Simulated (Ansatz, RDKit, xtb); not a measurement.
**C6H3F3: which of the isomers drawn lies lowest?**

Which of a sample of isomers of C6H3F3 is the most stable in the gas at 298.15 K, and what are its properties? The sample is small against all isomers, and the most stable one of this formula need not be in it.

The funnel: GFN2-xTB relaxations, single points with a density functional, relaxations at r2SCAN-D4/def2-SVP, harmonic vibrations (at GFN2-xTB), and a last energy at a higher level. All values are calculated.

**1. Possible bonding patterns**

Isomers were taken from a list of plausible structures; this is a sample, not all of them. That gives 3 candidates.

| label | SMILES | spin |
| --- | --- | --- |
| c019 | C#CC#CCC(F)(F)F | singlet |
| c180 | C#CCC#CC(F)(F)F | singlet |
| c672 | C#CC(C#C)C(F)(F)F | singlet |

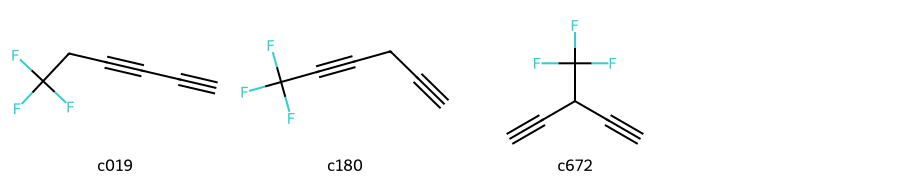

Structural formulas of the candidates.

Candidates are built by distance geometry, with a force field where one applies, in up to four conformers (letters a to d).

**2. Cheap relaxation of all starts**

All 3 starts are relaxed the same way. One of them, c019a (taken from a list of positional isomers, embedded by distance geometry and MMFF94), in full:

Input file start.xyz:

```xyz
12
c019a
C     -3.652098    -4.051373     0.668444
C     -2.841425    -3.223037     0.250313
C     -1.854171    -2.139440    -0.229135
C     -1.074132    -1.345906    -0.645244
C     -0.119966    -0.354774    -1.085764
C      0.237294     0.728870    -0.050639
F      0.774597     0.174856     1.084432
F     -0.852336     1.395584     0.338378
F      1.119811     1.618156    -0.517432
H     -4.316861    -4.797175     0.999616
H     -0.499905     0.126251    -1.987588
H      0.875745    -0.843740    -1.391528
```

Run with:

```bash
xtb start.xyz --gfn 2 --opt
```

Log, cut to the lines that bear on the results:

```text
* xtb version 6.7.1
[...]
          :  # basis functions                  39          :
[...]
          :  # electrons                        48          :
[...]
          :  Hamiltonian                  GFN2-xTB          :
[...]
          :  net charge                          0          :
          :  unpaired electrons                  0          :
[...]
   *** convergence criteria satisfied after 11 iterations ***
[...]
   *** GEOMETRY OPTIMIZATION CONVERGED AFTER 12 ITERATIONS ***
[...]
   *** convergence criteria satisfied after 3 iterations ***
[...]
         ::                     SUMMARY                     ::
         :::::::::::::::::::::::::::::::::::::::::::::::::::::
         :: total energy             -28.450875457867 Eh    ::
         :: gradient norm              0.000731495730 Eh/a0 ::
         :: HOMO-LUMO gap              4.730210912163 eV    ::
         ::.................................................::
         :: SCC energy               -28.833202057888 Eh    ::
         :: -> isotropic ES            0.044665136110 Eh    ::
         :: -> anisotropic ES         -0.001359451971 Eh    ::
         :: -> anisotropic XC         -0.002254002142 Eh    ::
         :: -> dispersion             -0.007123314318 Eh    ::
         :: repulsion energy           0.382326600021 Eh    ::
         :: add. restraining           0.000000000000 Eh    ::
         :: total charge              -0.000000000000 e     ::
         :::::::::::::::::::::::::::::::::::::::::::::::::::::
[...]
        24        2.0000           -0.4137799             -11.2595 (HOMO)
        25                         -0.2399479              -6.5293 (LUMO)
[...]
     #   Z          covCN         q      C6AA      α(0)
     1   6 C        1.910    -0.078    33.241     9.311
     2   6 C        1.963     0.015    30.695     8.947
     3   6 C        1.963     0.003    30.981     8.989
     4   6 C        1.971    -0.030    31.874     9.117
     5   6 C        3.806    -0.063    21.714     6.634
     6   6 C        3.336     0.493    17.191     6.566
     7   9 F        0.791    -0.202    11.257     3.963
     8   9 F        0.791    -0.202    11.257     3.963
     9   9 F        0.791    -0.211    11.348     3.979
    10   1 H        0.928     0.089     1.888     2.148
    11   1 H        0.924     0.094     1.844     2.124
    12   1 H        0.924     0.094     1.844     2.124
[...]
     #   Z sym  total        # sym  WBO       # sym  WBO       # sym  WBO
 ---------------------------------------------------------------------------
     1   6 C    3.956 --     2 C    2.742    10 H    0.971     4 C    0.235
     2   6 C    3.983 --     1 C    2.742     3 C    1.215
     3   6 C    3.983 --     4 C    2.662     2 C    1.215
     4   6 C    3.977 --     3 C    2.662     5 C    1.054     1 C    0.235
     5   6 C    3.983 --     4 C    1.054    11 H    0.946    12 H    0.946
                             6 C    0.942
     6   6 C    3.825 --     8 F    0.953     7 F    0.953     9 F    0.943
                             5 C    0.942
     7   9 F    1.078 --     6 C    0.953
     8   9 F    1.078 --     6 C    0.953
     9   9 F    1.067 --     6 C    0.943
    10   1 H    0.992 --     1 C    0.971
    11   1 H    0.986 --     5 C    0.946
[...]
molecular dipole:
                 x           y           z       tot (Debye)
 q only:       -0.317      -0.863      -0.741
   full:       -0.273      -0.847      -0.815       3.068
molecular quadrupole (traceless):
[...]
          | TOTAL ENERGY              -28.450875457867 Eh   |
          | GRADIENT NORM               0.000731495730 Eh/α |
          | HOMO-LUMO GAP               4.730210912163 eV   |
           -------------------------------------------------
[...]
```

Run time: 0.3 s. Hardware: 2 threads of Intel Xeon at 2.50GHz (Skylake/Cascade Lake), shared host.

**3. Distinct minima at GFN2-xTB**

3 of the 3 relaxations converged. 3 distinct structures remain:

| label | start | SMILES after | spin | energy (kcal/mol) |
| --- | --- | --- | --- | --- |
| c019a | drawn | C#CC#CCC(F)(F)F | singlet | 0.0 |
| c180a | drawn | C#CCC#CC(F)(F)F | singlet | 7.8 |
| c672a | drawn | C#CC(C#C)C(F)(F)F | singlet | 10.3 |

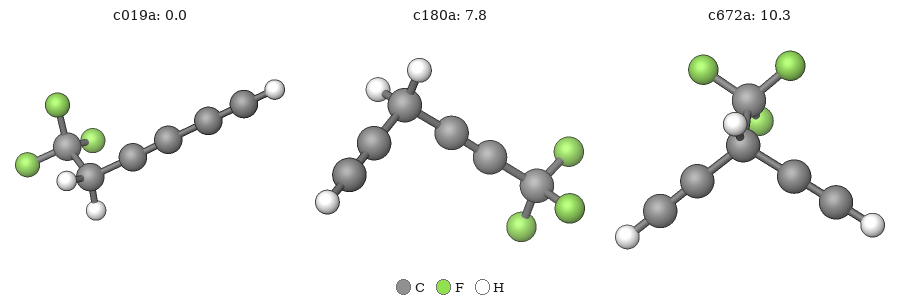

The 3 lowest minima that did not fall apart, with their GFN2-xTB energies in kcal/mol.

**4. Single points on the low minima**

A choice of the minima (the low ones first, few conformers of a pattern, up to a cap) and the lowest that fell apart get a single point at r2SCAN-D4/def2-SVP on the tight-binding geometry, and one at HF/STO-3G for comparison. The lowest singlets are also tried as triplets at the same geometry (label ending in t). The first, c019a:

Input file input.yaml:

```yaml
crystal:
  periodic: [false, false, false]
  atoms:
    - {symbol: C, position_ang: [-3.529831, -3.918131, 0.634392]}
    - {symbol: C, position_ang: [-2.745480, -3.101754, 0.225061]}
    - {symbol: C, position_ang: [-1.854312, -2.179636, -0.224028]}
    - {symbol: C, position_ang: [-1.063227, -1.374489, -0.647484]}
    - {symbol: C, position_ang: [-0.113743, -0.388149, -1.113737]}
    - {symbol: C, position_ang: [0.172292, 0.639478, -0.027004]}
    - {symbol: F, position_ang: [0.695222, 0.090679, 1.076676]}
    - {symbol: F, position_ang: [-0.924152, 1.308184, 0.351624]}
    - {symbol: F, position_ang: [1.054596, 1.560899, -0.450434]}
    - {symbol: H, position_ang: [-4.219979, -4.630252, 0.974283]}
    - {symbol: H, position_ang: [-0.509129, 0.145509, -1.983359]}
    - {symbol: H, position_ang: [0.834295, -0.864065, -1.382135]}
basis:
  gaussian:
    orbitals: def2-SVP
scf:
  lower_state_search: off
output:
  orbitals: {seedname: orbitals}
hamiltonian:
  xc: r2scan
  dispersion: d4
```

Run with:

```bash
ansatz run input.yaml --threads 2 --pin off --max-ram 5220MiB --events-out events.jsonl --progress --plain --runs-dir runs
```

Log, cut to the lines that bear on the results:

```text
Warning: RAYON_NUM_THREADS=2 ignored (pool sized by the plan → 2); use --threads N
Functional definition: r2SCAN
  name "r2SCAN"
[...]
1566 factors; their error is unknown
[...]
mean field -14400.00186053 eV, -529.1903077028 hartree, gradient 3.0e-6 eV, S^2 0.000000; 0 other end points of the search recorded, 0 dependent functions left out
reference -14400.00186876 eV, -529.1903080049 hartree; 33, 33 occupied and 108, 108 virtual orbitals, 1566 factors
Total energy: -14400.06972884 eV, -529.1928018172 hartree
Checks for a lower state left out: stability, starts, cluster_reference, orbital_swaps, neighbouring_geometries, increment
```

Wall time 5.1 s (2 threads of Intel Xeon at 2.50GHz (Skylake/Cascade Lake), shared host); peak memory 0.18 GiB.

Relative energies in kcal/mol, each column from its lowest structure that stays in one piece:

| label | SMILES | spin | GFN2-xTB | HF/STO-3G | r2SCAN-D4/def2-SVP |
| --- | --- | --- | --- | --- | --- |
| c019a | C#CC#CCC(F)(F)F | singlet | 0.0 | 0.0 | 0.0 |
| c180a | C#CCC#CC(F)(F)F | singlet | 7.8 | 10.8 | 17.8 |
| c672a | C#CC(C#C)C(F)(F)F | singlet | 10.3 | 13.3 | 18.3 |
| c019at | C#CC#CCC(F)(F)F | triplet | – | – | 90.1 |
| c180at | C#CCC#CC(F)(F)F | triplet | – | – | 139.7 |
| c672at | C#CC(C#C)C(F)(F)F | triplet | – | – | 144.4 |

**5. Refinement at r2SCAN-D4/def2-SVP**

3 candidates are relaxed at r2SCAN-D4/def2-SVP (chosen among the lowest in one piece). The first, c019a:

Edit input.yaml of step 4 so:

```diff
@@ -19,5 +19,3 @@
 scf:
-  lower_state_search: off
-output:
-  orbitals: {seedname: orbitals}
+  lower_state_search: "off"
 hamiltonian:
@@ -25 +23,3 @@
   dispersion: d4
+relax:
+  f_tol: 0.006
```

Run with:

```bash
ansatz run input.yaml --threads 2 --pin off --max-ram 5220MiB --events-out events.jsonl --progress --plain --runs-dir runs
```

Log, cut to the lines that bear on the results:

```text
Warning: RAYON_NUM_THREADS=2 ignored (pool sized by the plan → 2); use --threads N
[...]
[... 2 set-up lines as earlier in the session ...]
[...]
1566 factors; their error is unknown
[...]
mean field -14400.00185996 eV, -529.1903076818 hartree, gradient 9.2e-6 eV, S^2 0.000000; 0 other end points of the search recorded, 0 dependent functions left out
[...]
reference -14400.00186818 eV, -529.1903079839 hartree; 33, 33 occupied and 108, 108 virtual orbitals, 1566 factors
relax step   1: F+E_penalty+E_count = -14400.06972005 eV  Δ(F+E_penalty+E_count) = +0.000e0 eV  max|allowed force component| = 1.013e0 eV/Å  Δτ_max = 0.0000 Å  (20 SCF iters, accepted)
[...]
relax step   3: F+E_penalty+E_count = -14400.14245979 eV  Δ(F+E_penalty+E_count) = -2.898e-3 eV  max|allowed force component| = 6.451e-2 eV/Å  Δτ_max = 0.0164 Å  (22 SCF iters, accepted)
[...]
Atom 3 at    -1.073353    -1.366910    -0.603518 Å, force    -0.000407    -0.000461     0.000498 eV/Å
Atom 4 at    -0.124006    -0.376498    -1.069351 Å, force    -0.000295    -0.000312    -0.000069 eV/Å
Atom 5 at     0.205655     0.683582    -0.028353 Å, force    -0.000099    -0.000183    -0.000318 eV/Å
Atom 6 at     0.749072     0.144958     1.069793 Å, force     0.000113     0.000025     0.000288 eV/Å
Atom 7 at    -0.883667     1.367337     0.342045 Å, force    -0.000216     0.000255     0.000256 eV/Å
Atom 8 at     1.088292     1.559906    -0.536672 Å, force     0.000621     0.000657    -0.000046 eV/Å
Atom 9 at    -4.273260    -4.709922     0.956509 Å, force    -0.000160    -0.000213     0.000071 eV/Å
Atom 10 at    -0.509336     0.152612    -1.958175 Å, force     0.000323     0.000107    -0.000344 eV/Å
Atom 11 at     0.829488    -0.849847    -1.361300 Å, force     0.000148     0.000005    -0.000355 eV/Å
Dipole moment:    -0.030244    -0.212006    -0.288371 e Å
Checks for a lower state left out: stability, starts, cluster_reference, orbital_swaps, neighbouring_geometries, increment
```

It took 54 s on 2 threads of Intel Xeon at 2.50GHz (Skylake/Cascade Lake), shared host; peak memory 0.19 GiB.

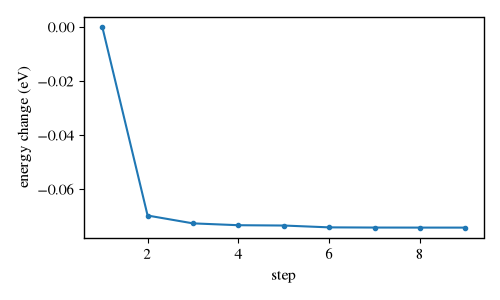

Energy along the run, all evaluated steps.

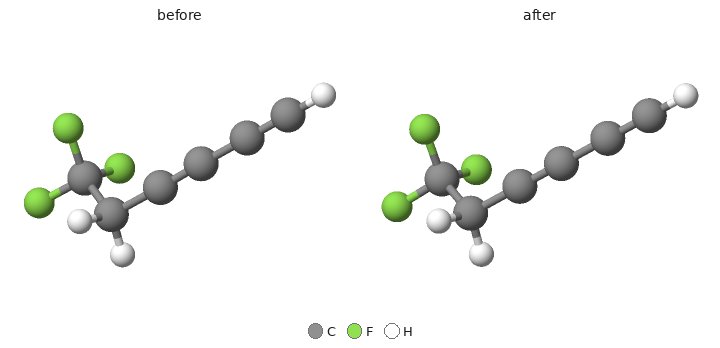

Before and after, at one scale.

After the run. Bond lengths: C1–C2 1.222 Å, C2–C3 1.364 Å, C3–C4 1.223 Å, C4–C5 1.449 Å, C5–C6 1.522 Å, C6–F7 1.338 Å, C6–F8 1.338 Å, C6–F9 1.344 Å, C1–H10 1.074 Å, C5–H11 1.104 Å, C5–H12 1.104 Å. Some angles: C1–C2–C3 180.0°, C2–C3–C4 180.0°, C3–C4–C5 179.9°, C4–C5–C6 113.5°, C5–C6–F7 111.6°, C5–C6–F8 111.6°, C5–C6–F9 109.7°, F7–C6–F8 108.0°, F7–C6–F9 107.8°, F8–C6–F9 107.8°.

**6. The relaxed candidates**

| label | spin | r2SCAN-D4/def2-SVP (kcal/mol) | r2SCAN-D4/def2-SVP, relaxed (kcal/mol) | time |
| --- | --- | --- | --- | --- |
| c019a | singlet | 0.0 | 0.0 | 54 s |
| c672a | singlet | 18.3 | 17.8 | 62 s |
| c180a | singlet | 17.8 | 17.8 | 41 s |

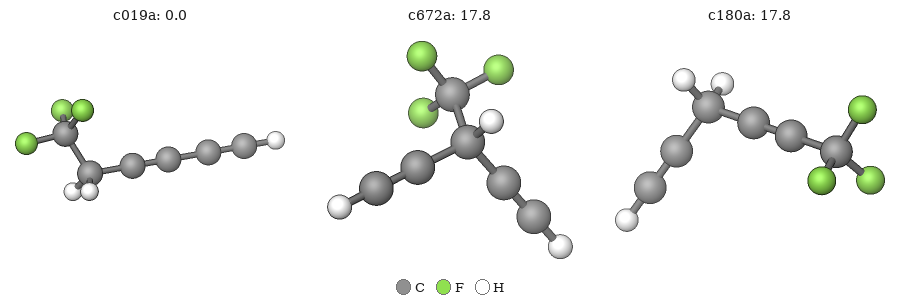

The relaxed structures, with energies at r2SCAN-D4/def2-SVP in kcal/mol.

[end of part 1 of 2]
